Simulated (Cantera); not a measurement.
Charge: 1 mol TiO₂, 0.59 mol H₂, held at 0.100 bar.

Equilibrium computed with Cantera from the NASA thermochemical tables; the gas is ideal and each condensed phase is pure. Candidate condensed phases: H₂O, Ti, TiO, TiO₂, Ti₂O₃, Ti₃O₅, Ti₄O₇; 12 gas species. Mutual solubility and eutectic melting of coexisting phases are not modelled. Condensed phases not in the tables: Magnéli phases beyond Ti₄O₇. Gases not in the tables: TiO(OH)₂. The numbers say what is thermodynamically allowed, not how fast it happens.

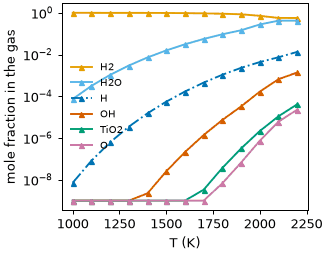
Fig. 1. Equilibrium gas composition (values under 1e-9 drawn at 1e-9)

Q: Read off the mole fractions at 2000 K.

A: H₂ about 0.72, H₂O about 0.28, H about 0.0044, OH about 0.00017, TiO₂ about 2.2e-6, O about 7.4e-7.
